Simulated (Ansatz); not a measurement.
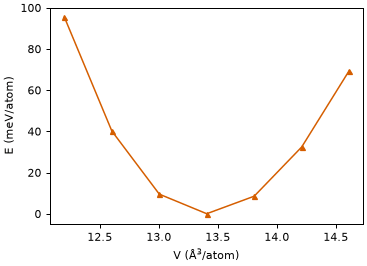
Figure: Al2Mo3C in space group P4_132 (No. 213; Al on 8c, Mo on 12d, C on 4a) under volume change, DFT-r²SCAN in the program Ansatz with PAW potentials, shape and atoms relaxed at each volume.

What does a third-order Birch–Murnaghan fit give for V₀, B₀ and B′?

V₀ = 13.41 Å³/atom, B₀ = 238 GPa, B′ = 4.3.

The first step of the workflow began from a Materials Project structure, measured or hypothetical; the Crystallography Open Database copy checked does not list it. Its standing as an ambient phase is unchecked. The r²SCAN relaxation kept the symmetry of its start; its stability against distortions is not shown here. No spin polarisation was allowed.

Potentials: the later of the program's two PAW sets.
